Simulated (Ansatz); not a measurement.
**CH₃ClZn + H₂: a complex and its separated parts, part 1 of 2**

The complex below is one end of an elementary step. How strongly is it bound against its free parts?

Program: Ansatz 0.2.0, Gaussian basis. Level of theory: PBE0-D4/def2-TZVP structures, single points in def2-TZVPP, no counterpoise correction. These are calculated values, not measurements.

Levels: SPW92, PBE-D4, BLYP-D4, r2SCAN-D4, B97M-V, PBE0-D4, B3LYP-D4, r2SCAN0-D4, BHLYP-D4, CAM-B3LYP-D4, wB97X-V, wB97M-V, B2PLYP, PBE-QIDH, RPA on PBE, Hartree-Fock, MP2, CCSD, CCSD(T).

Correlated methods freeze the cores. The 3s and 3p shells of Cu and Zn are frozen; filled d shells are correlated. B3LYP uses VWN-RPA correlation. B2PLYP carries no dispersion term here.

95 further runs of the same task are left out: 1 that didn't finish, 94 set aside as unsound or not needed.

## (1) The starting structure

The complex: 8 atoms, charge 0, spin multiplicity 1.

Atoms are counted from 1 here; the program's logs count them from 0.

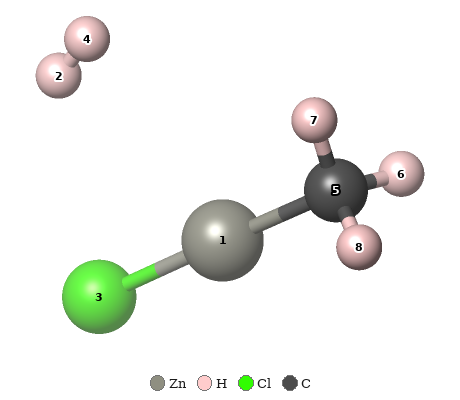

The starting geometry (zinc grey, hydrogen pink, chlorine green, carbon dark grey); atoms are numbered from 1 in the order of the file.

As a file:

```xyz
8

Zn   -0.8369    0.3642   -0.5477
H     0.1265   -2.5140   -0.8162
Cl   -2.1686   -0.4922   -1.9436
H     0.7008   -2.4893   -0.3380
C     0.3665    1.1652    0.7235
H    -0.1682    1.4339    1.6363
H     1.1634    0.4648    0.9800
H     0.8166    2.0674    0.3058
```

Its parts: CH₃ClZn holds atoms 1, 3, 5, 6, 7, 8; H₂ holds atoms 2, 4. Each part counts its atoms afresh in its own runs.

## (2) Relaxing CH₃ClZn alone

Input file relax-a/in.yaml:

```yaml
crystal:
  periodic: [false, false, false]
  atoms:
    - {symbol: Zn, position_ang: [-0.836911, 0.364195, -0.547680]}
    - {symbol: Cl, position_ang: [-2.168622, -0.492248, -1.943584]}
    - {symbol: C, position_ang: [0.366455, 1.165161, 0.723533]}
    - {symbol: H, position_ang: [-0.168170, 1.433866, 1.636300]}
    - {symbol: H, position_ang: [1.163352, 0.464846, 0.979975]}
    - {symbol: H, position_ang: [0.816589, 2.067390, 0.305828]}
basis:
  gaussian: {orbitals: def2-TZVP}
hamiltonian: {xc: pbe0, dispersion: d4}
relax: {f_tol: 0.005, max_steps: 200}
```

On the command line:

```bash
$ ansatz run in.yaml --threads 4 --pin off --events-out ev --progress --plain --max-ram 9574MiB
```

Log (excerpt; [...] marks lines left out):

```text
Functional definition: PBE0
  name "PBE0"
  cite "Adamo & Barone, J. Chem. Phys. 110, 6158 (1999) doi:10.1063/1.478522"
  cite "Perdew, Burke & Ernzerhof, Phys. Rev. Lett. 77, 3865 (1996) doi:10.1103/PhysRevLett.77.3865"
  parent pbe
[...]
1121 factors; their error is unknown
[...]
mean field -62018.62705140 eV, -2279.1425064036 hartree, gradient 5.9e-5 eV, S^2 0.000000; 0 other end points of the search recorded, 0 dependent functions left out
[...]
reference -62018.62708169 eV, -2279.1425075167 hartree; 28, 28 occupied and 106, 106 virtual orbitals, 1121 factors
[...]
reference -62018.62725175 eV, -2279.1425137664 hartree; 28, 28 occupied and 106, 106 virtual orbitals, 1121 factors
Total energy: -62018.70071984 eV, -2279.1452136688 hartree
Atom 0 at    -0.841349     0.371792    -0.548505 Å, force    -0.000379     0.000231    -0.000226 eV/Å
Atom 1 at    -2.164652    -0.495709    -1.941643 Å, force     0.000125    -0.000295    -0.000001 eV/Å
Atom 2 at     0.366395     1.164651     0.723356 Å, force     0.000247     0.000308     0.000328 eV/Å
Atom 3 at    -0.167658     1.432843     1.636598 Å, force     0.000155    -0.000069    -0.000030 eV/Å
Atom 4 at     1.162480     0.463054     0.978588 Å, force    -0.000244    -0.000091    -0.000207 eV/Å
Atom 5 at     0.817476     2.066578     0.305978 Å, force     0.000096    -0.000085     0.000137 eV/Å
Dipole moment:     0.323498     0.211987     0.340540 e Å
```

Run time: 6 s. Hardware: 4 threads of Arm Neoverse V1, shared host.

Along the way:

| step | energy from step 1 (eV) | largest force component (eV/Å) |
| --- | --- | --- |
| 1 | 0.0000 | 0.0369 |
| 2 | -0.0002 | 0.0096 |
| 3 | -0.0002 | 0.0004 |

Close pairs (by a distance rule), those that changed most:

| bond | before (Å) | after (Å) | change (Å) |
| --- | --- | --- | --- |
| Zn1–Cl2 | 2.111 | 2.108 | -0.003 |
| Zn1–C3 | 1.925 | 1.925 | -0.000 |
| C3–H5 | 1.091 | 1.091 | -0.000 |
| C3–H6 | 1.091 | 1.091 | +0.000 |
| C3–H4 | 1.091 | 1.091 | -0.000 |

## (3) Relaxing H₂ alone

Input file relax-b/in.yaml:

```yaml
crystal:
  periodic: [false, false, false]
  atoms:
    - {symbol: H, position_ang: [0.126529, -2.514044, -0.816230]}
    - {symbol: H, position_ang: [0.700779, -2.489265, -0.338041]}
basis:
  gaussian: {orbitals: def2-TZVP}
hamiltonian: {xc: pbe0, dispersion: d4}
relax: {f_tol: 0.005, max_steps: 200}
```

On the command line:

```bash
$ ansatz run in.yaml --threads 4 --pin off --events-out ev --progress --plain --max-ram 9574MiB
```

Log (excerpt; [...] marks lines left out):

```text
[... 5 set-up lines as earlier in the session ...]
[...]
88 factors; their error is unknown
[...]
mean field -31.78860762 eV, -1.1682097831 hartree, gradient 1.7e-5 eV, S^2 0.000000; 0 other end points of the search recorded, 0 dependent functions left out
[...]
reference -31.78866859 eV, -1.1682120234 hartree; 1, 1 occupied and 11, 11 virtual orbitals, 88 factors
Total energy: -31.79027514 eV, -1.1682710631 hartree
Atom 0 at     0.127119    -2.514019    -0.815738 Å, force     0.001013     0.000044     0.000844 eV/Å
Atom 1 at     0.700189    -2.489290    -0.338533 Å, force    -0.001013    -0.000044    -0.000844 eV/Å
Dipole moment:    -0.000000    -0.000000    -0.000000 e Å
```

Wall time 0.15 s (4 threads of Arm Neoverse V1, shared host).

Relaxation path:

| step | energy from step 1 (eV) | largest force component (eV/Å) |
| --- | --- | --- |
| 1 | 0.0000 | 0.0434 |
| 2 | 0.0000 | 0.0010 |

The bond:

| bond | before (Å) | after (Å) | change (Å) |
| --- | --- | --- | --- |
| H1–H2 | 0.748 | 0.746 | -0.002 |

## (4) SPW92/def2-TZVPP

Input file parta/in.yaml:

```yaml
crystal:
  periodic: [false, false, false]
  atoms:
    - {symbol: Zn, position_ang: [-0.841349, 0.371792, -0.548505]}
    - {symbol: Cl, position_ang: [-2.164652, -0.495709, -1.941643]}
    - {symbol: C, position_ang: [0.366395, 1.164651, 0.723356]}
    - {symbol: H, position_ang: [-0.167658, 1.432843, 1.636598]}
    - {symbol: H, position_ang: [1.162480, 0.463054, 0.978588]}
    - {symbol: H, position_ang: [0.817476, 2.066578, 0.305978]}
basis:
  gaussian: {orbitals: def2-TZVPP}
hamiltonian: {xc: lda}
```

Input file partb/in.yaml:

```yaml
crystal:
  periodic: [false, false, false]
  atoms:
    - {symbol: H, position_ang: [0.127119, -2.514019, -0.815738]}
    - {symbol: H, position_ang: [0.700189, -2.489290, -0.338533]}
basis:
  gaussian: {orbitals: def2-TZVPP}
hamiltonian: {xc: lda}
```

The same command starts each run, in its folder.

On the command line:

```bash
$ ansatz run in.yaml --threads 4 --pin off --events-out ev --progress --plain --max-ram 9574MiB
```

parta printed (excerpt; [...] marks lines left out):

```text
Functional definition: SPW92
  name "SPW92"
  cite "Dirac, Proc. Camb. Phil. Soc. 26, 376 (1930) doi:10.1017/S0305004100016108"
  cite "Slater, Phys. Rev. 81, 385 (1951) doi:10.1103/PhysRev.81.385"
  cite "Perdew & Wang, Phys. Rev. B 45, 13244 (1992) doi:10.1103/PhysRevB.45.13244"
[...]
1150 factors; their error is unknown
[...]
mean field -61901.23210653 eV, -2274.8283217530 hartree, gradient 2.9e-5 eV, S^2 0.000000; 0 other end points of the search recorded, 0 dependent functions left out
reference -61901.23214527 eV, -2274.8283231765 hartree; 28, 28 occupied and 151, 151 virtual orbitals, 1150 factors
Total energy: -61901.23214527 eV, -2274.8283231765 hartree
```

Log of partb (excerpt; [...] marks lines left out):

```text
[... 5 set-up lines as earlier in the session ...]
[...]
118 factors; their error is unknown
[...]
mean field -30.93528925 eV, -1.1368509111 hartree, gradient 4.4e-5 eV, S^2 0.000000; 0 other end points of the search recorded, 0 dependent functions left out
reference -30.93530992 eV, -1.1368516710 hartree; 1, 1 occupied and 27, 27 virtual orbitals, 118 factors
Total energy: -30.93530992 eV, -1.1368516710 hartree
```

Wall times: 0.75 s (parta), 0.1 s (partb) on 4 threads of Arm Neoverse V1, shared host.

## (5) PBE-D4/def2-TZVPP

The same edit goes into each in.yaml of step 4 (parta, partb):

```diff
-hamiltonian: {xc: lda}
+hamiltonian: {xc: pbe, dispersion: d4}
```

The same command starts each run, in its folder.

On the command line:

```bash
$ ansatz run in.yaml --threads 4 --pin off --events-out ev --progress --plain --max-ram 9574MiB
```

parta printed (excerpt; [...] marks lines left out):

```text
Functional definition: PBE
  name "PBE"
[... 2 set-up lines as earlier in the session ...]
[...]
1150 factors; their error is unknown
[...]
mean field -62016.94408694 eV, -2279.0806586005 hartree, gradient 2.2e-5 eV, S^2 0.000000; 0 other end points of the search recorded, 0 dependent functions left out
reference -62016.94412869 eV, -2279.0806601347 hartree; 28, 28 occupied and 151, 151 virtual orbitals, 1150 factors
Total energy: -62017.03107154 eV, -2279.0838552255 hartree
```

Output in partb (excerpt; [...] marks lines left out):

```text
[... 4 set-up lines as earlier in the session ...]
[...]
118 factors; their error is unknown
[...]
mean field -31.73222040 eV, -1.1661375909 hartree, gradient 3.1e-5 eV, S^2 0.000000; 0 other end points of the search recorded, 0 dependent functions left out
reference -31.73224208 eV, -1.1661383875 hartree; 1, 1 occupied and 27, 27 virtual orbitals, 118 factors
Total energy: -31.73426130 eV, -1.1662125924 hartree
```

They took 1.1 s (parta), 0.1 s (partb) on 4 threads of Arm Neoverse V1, shared host.

## (6) BLYP-D4/def2-TZVPP

Each input of step 5 (parta, partb) changes in the same lines:

```diff
-hamiltonian: {xc: pbe, dispersion: d4}
+hamiltonian: {xc: {name: BLYP}, dispersion: d4}
```

The same command starts each run, in its folder.

On the command line:

```bash
$ ansatz run in.yaml --threads 4 --pin off --events-out ev --progress --plain --max-ram 9574MiB
```

parta printed (excerpt; [...] marks lines left out):

```text
Functional definition: BLYP
  name "BLYP"
  cite "Becke, Phys. Rev. A 38, 3098 (1988) doi:10.1103/PhysRevA.38.3098"
  cite "Lee, Yang & Parr, Phys. Rev. B 37, 785 (1988) doi:10.1103/PhysRevB.37.785"
[...]
1150 factors; their error is unknown
[...]
mean field -62032.52069736 eV, -2279.6530884754 hartree, gradient 2.9e-5 eV, S^2 0.000000; 0 other end points of the search recorded, 0 dependent functions left out
reference -62032.52102859 eV, -2279.6531006476 hartree; 28, 28 occupied and 151, 151 virtual orbitals, 1150 factors
Total energy: -62032.71151796 eV, -2279.6601010031 hartree
```

Log of partb (excerpt; [...] marks lines left out):

```text
[... 4 set-up lines as earlier in the session ...]
[...]
118 factors; their error is unknown
[...]
mean field -31.82604638 eV, -1.1695856319 hartree, gradient 8.3e-5 eV, S^2 0.000000; 0 other end points of the search recorded, 0 dependent functions left out
reference -31.82623880 eV, -1.1695927033 hartree; 1, 1 occupied and 27, 27 virtual orbitals, 118 factors
Total energy: -31.83113669 eV, -1.1697726973 hartree
```

Times: 1.2 s (parta), 0.1 s (partb) on 4 threads of Arm Neoverse V1, shared host.

## (7) r2SCAN-D4/def2-TZVPP

Each input of step 6 (parta, partb) changes in the same lines:

```diff
-hamiltonian: {xc: {name: BLYP}, dispersion: d4}
+hamiltonian: {xc: r2scan, dispersion: d4}
```

The same command starts each run, in its folder.

On the command line:

```bash
$ ansatz run in.yaml --threads 4 --pin off --events-out ev --progress --plain --max-ram 9574MiB
```

Log of parta (excerpt; [...] marks lines left out):

```text
Functional definition: r2SCAN
  name "r2SCAN"
  cite "Furness, Kaplan, Ning, Perdew & Sun, J. Phys. Chem. Lett. 11, 8208 (2020) doi:10.1021/acs.jpclett.0c02405"
  cite "Furness, Kaplan, Ning, Perdew & Sun, J. Phys. Chem. Lett. 11, 9248 (2020) doi:10.1021/acs.jpclett.0c03077"
  parent r2scan
[...]
1150 factors; their error is unknown
[...]
mean field -62029.05116085 eV, -2279.5255853601 hartree, gradient 7.4e-5 eV, S^2 0.000000; 0 other end points of the search recorded, 0 dependent functions left out
reference -62029.05117330 eV, -2279.5255858179 hartree; 28, 28 occupied and 151, 151 virtual orbitals, 1150 factors
Total energy: -62029.07194495 eV, -2279.5263491617 hartree
```

Output in partb (excerpt; [...] marks lines left out):

```text
[... 5 set-up lines as earlier in the session ...]
[...]
118 factors; their error is unknown
[...]
mean field -31.87205138 eV, -1.1712762845 hartree, gradient 4.1e-5 eV, S^2 0.000000; 0 other end points of the search recorded, 0 dependent functions left out
reference -31.87205800 eV, -1.1712765277 hartree; 1, 1 occupied and 27, 27 virtual orbitals, 118 factors
Total energy: -31.87255938 eV, -1.1712949532 hartree
```

Times: 2.6 s (parta), 0.3 s (partb) on 4 threads of Arm Neoverse V1, shared host.

## (8) B97M-V/def2-TZVPP

The same edit goes into each in.yaml of step 7 (parta, partb):

```diff
-hamiltonian: {xc: r2scan, dispersion: d4}
+hamiltonian: {xc: {name: B97M-V}}
```

One command serves all of them, each in its own folder.

On the command line:

```bash
$ ansatz run in.yaml --threads 4 --pin off --events-out ev --progress --plain --max-ram 9574MiB
```

parta printed (excerpt; [...] marks lines left out):

```text
Functional definition: B97M-V
  name "B97M-V"
  cite "Mardirossian & Head-Gordon, J. Chem. Phys. 142, 074111 (2015) doi:10.1063/1.4907719"
  cite "Becke, J. Chem. Phys. 107, 8554 (1997) doi:10.1063/1.475007"
  cite "Vydrov & Van Voorhis, J. Chem. Phys. 133, 244103 (2010) doi:10.1063/1.3521275"
  # Of w^i u^j: cxij and so on, Table III.
[...]
  gx(w, u) = cx00 + cx01*u + cx02*u^2 + (cx10 + cx11*u)*w
[...]
  gos(w, u) = cos00 + cos01*u + cos03*u^3 + cos10*w + cos32*w^3*u^2
[...]
      + integral(e_c_pw_mod_opposite_spin*gos(b97_w_opposite, b97_u_opposite)) + vv10(b, c)
1150 factors; their error is unknown
[...]
mean field -62018.01375289 eV, -2279.1199680993 hartree, gradient 6.8e-5 eV, S^2 0.000000; 0 other end points of the search recorded, 0 dependent functions left out
reference -62018.01381265 eV, -2279.1199702953 hartree; 28, 28 occupied and 151, 151 virtual orbitals, 1150 factors
Total energy: -62018.01381265 eV, -2279.1199702953 hartree
```

Log of partb (excerpt; [...] marks lines left out):

```text
[... 5 set-up lines as earlier in the session ...]
  # Of w^i u^j: cxij and so on, Table III.
[...]
  gx(w, u) = cx00 + cx01*u + cx02*u^2 + (cx10 + cx11*u)*w
  gss(w, u) = css00 + css02*u^2 + css10*w + (css32*w^3 + css42*w^4)*u^2
  gos(w, u) = cos00 + cos01*u + cos03*u^3 + cos10*w + cos32*w^3*u^2
[...]
      + integral(e_c_pw_mod_opposite_spin*gos(b97_w_opposite, b97_u_opposite)) + vv10(b, c)
118 factors; their error is unknown
[...]
mean field -31.90529453 eV, -1.1724979476 hartree, gradient 8.2e-6 eV, S^2 0.000000; 0 other end points of the search recorded, 0 dependent functions left out
reference -31.90532421 eV, -1.1724990384 hartree; 1, 1 occupied and 27, 27 virtual orbitals, 118 factors
Total energy: -31.90532421 eV, -1.1724990384 hartree
```

Wall times: 4.6 s (parta), 0.15 s (partb) on 4 threads of Arm Neoverse V1, shared host.

## (9) PBE0-D4/def2-TZVPP

The same edit goes into each in.yaml of step 8 (parta, partb):

```diff
-hamiltonian: {xc: {name: B97M-V}}
+hamiltonian: {xc: pbe0, dispersion: d4}
+output: {orbitals: {seedname: orbitals}}
```

Each run has its own folder and the same command.

On the command line:

```bash
$ ansatz run in.yaml --threads 4 --pin off --events-out ev --progress --plain --max-ram 9574MiB
```

parta printed (excerpt; [...] marks lines left out):

```text
[... 5 set-up lines as earlier in the session ...]
[...]
1266 factors; their error is unknown
[...]
mean field -62018.67030742 eV, -2279.1440960333 hartree, gradient 7.2e-5 eV, S^2 0.000000; 0 other end points of the search recorded, 0 dependent functions left out
reference -62018.67033810 eV, -2279.1440971605 hartree; 28, 28 occupied and 151, 151 virtual orbitals, 1266 factors
Total energy: -62018.74380618 eV, -2279.1467970628 hartree
```

Log of partb (excerpt; [...] marks lines left out):

```text
[... 5 set-up lines as earlier in the session ...]
[...]
118 factors; their error is unknown
[...]
mean field -31.79610782 eV, -1.1684854102 hartree, gradient 5.5e-5 eV, S^2 0.000000; 0 other end points of the search recorded, 0 dependent functions left out
reference -31.79612381 eV, -1.1684859978 hartree; 1, 1 occupied and 27, 27 virtual orbitals, 118 factors
Total energy: -31.79773036 eV, -1.1685450375 hartree
```

They took 1.8 s (parta), 0.1 s (partb) on 4 threads of Arm Neoverse V1, shared host.

## (10) B3LYP-D4/def2-TZVPP

The same edit goes into each in.yaml of step 9 (parta, partb):

```diff
-hamiltonian: {xc: pbe0, dispersion: d4}
-output: {orbitals: {seedname: orbitals}}
+hamiltonian: {xc: {name: B3LYP}, dispersion: d4}
```

Each run has its own folder and the same command.

On the command line:

```bash
$ ansatz run in.yaml --threads 4 --pin off --events-out ev --progress --plain --max-ram 9574MiB
```

Log of parta (excerpt; [...] marks lines left out):

```text
Functional definition: B3LYP
  name "B3LYP"
  cite "Stephens, Devlin, Chabalowski & Frisch, J. Phys. Chem. 98, 11623 (1994) doi:10.1021/j100096a001"
[... 2 set-up lines as earlier in the session ...]
  cite "Vosko, Wilk & Nusair, Can. J. Phys. 58, 1200 (1980) doi:10.1139/p80-159"
[...]
1234 factors; their error is unknown
[...]
mean field -62032.86086458 eV, -2279.6655893899 hartree, gradient 5.5e-5 eV, S^2 0.000000; 0 other end points of the search recorded, 0 dependent functions left out
reference -62032.86111011 eV, -2279.6655984132 hartree; 28, 28 occupied and 151, 151 virtual orbitals, 1234 factors
Total energy: -62033.00248699 eV, -2279.6707939175 hartree
```

Output in partb (excerpt; [...] marks lines left out):

```text
[... 6 set-up lines as earlier in the session ...]
[...]
118 factors; their error is unknown
[...]
mean field -32.10922879 eV, -1.1799923935 hartree, gradient 4.6e-5 eV, S^2 0.000000; 0 other end points of the search recorded, 0 dependent functions left out
reference -32.10937089 eV, -1.1799976156 hartree; 1, 1 occupied and 27, 27 virtual orbitals, 118 factors
Total energy: -32.11252197 eV, -1.1801134157 hartree
```

They took 1.6 s (parta), 0.1 s (partb) on 4 threads of Arm Neoverse V1, shared host.

## (11) r2SCAN0-D4/def2-TZVPP

The same edit goes into each in.yaml of step 10 (parta, partb):

```diff
-hamiltonian: {xc: {name: B3LYP}, dispersion: d4}
+hamiltonian: {xc: {name: r2SCAN0}, dispersion: d4}
```

One command serves all of them, each in its own folder.

On the command line:

```bash
$ ansatz run in.yaml --threads 4 --pin off --events-out ev --progress --plain --max-ram 9574MiB
```

Output in parta (excerpt; [...] marks lines left out):

```text
Functional definition: r2SCAN0
  name "r2SCAN0"
  cite "Bursch, Neugebauer, Ehlert & Grimme, J. Chem. Phys. 156, 134105 (2022) doi:10.1063/5.0086040"
[... 3 set-up lines as earlier in the session ...]
[...]
1266 factors; their error is unknown
[...]
mean field -62027.83402245 eV, -2279.4808563491 hartree, gradient 6.3e-5 eV, S^2 0.000000; 0 other end points of the search recorded, 0 dependent functions left out
reference -62027.83403230 eV, -2279.4808567111 hartree; 28, 28 occupied and 151, 151 virtual orbitals, 1266 factors
Total energy: -62027.85894780 eV, -2279.4817723389 hartree
```

Log of partb (excerpt; [...] marks lines left out):

```text
[... 6 set-up lines as earlier in the session ...]
[...]
118 factors; their error is unknown
[...]
mean field -31.85187103 eV, -1.1705346704 hartree, gradient 1.4e-5 eV, S^2 0.000000; 0 other end points of the search recorded, 0 dependent functions left out
reference -31.85187615 eV, -1.1705348587 hartree; 1, 1 occupied and 27, 27 virtual orbitals, 118 factors
Total energy: -31.85241753 eV, -1.1705547538 hartree
```

Wall times: 3 s (parta), 0.3 s (partb) on 4 threads of Arm Neoverse V1, shared host.

## (12) BHLYP-D4/def2-TZVPP

Each input of step 11 (parta, partb) changes in the same lines:

```diff
-hamiltonian: {xc: {name: r2SCAN0}, dispersion: d4}
+hamiltonian: {xc: {name: BHLYP}, dispersion: d4}
```

Each run has its own folder and the same command.

On the command line:

```bash
$ ansatz run in.yaml --threads 4 --pin off --events-out ev --progress --plain --max-ram 9574MiB
```

Log of parta (excerpt; [...] marks lines left out):

```text
Functional definition: BHLYP
  name "BHLYP"
  cite "Becke, J. Chem. Phys. 98, 1372 (1993) doi:10.1063/1.464304"
[... 2 set-up lines as earlier in the session ...]
[...]
1382 factors; their error is unknown
[...]
mean field -62029.08137767 eV, -2279.5266958079 hartree, gradient 8.0e-5 eV, S^2 0.000000; 0 other end points of the search recorded, 0 dependent functions left out
reference -62029.08154263 eV, -2279.5267018702 hartree; 28, 28 occupied and 151, 151 virtual orbitals, 1382 factors
Total energy: -62029.19724794 eV, -2279.5309539618 hartree
```

partb printed (excerpt; [...] marks lines left out):

```text
[... 5 set-up lines as earlier in the session ...]
[...]
118 factors; their error is unknown
[...]
mean field -31.83805735 eV, -1.1700270270 hartree, gradient 5.6e-5 eV, S^2 0.000000; 0 other end points of the search recorded, 0 dependent functions left out
reference -31.83815291 eV, -1.1700305388 hartree; 1, 1 occupied and 27, 27 virtual orbitals, 118 factors
Total energy: -31.83989650 eV, -1.1700946145 hartree
```

Times: 1.6 s (parta), 0.1 s (partb) on 4 threads of Arm Neoverse V1, shared host.

(Continued in part 2 of 2.)
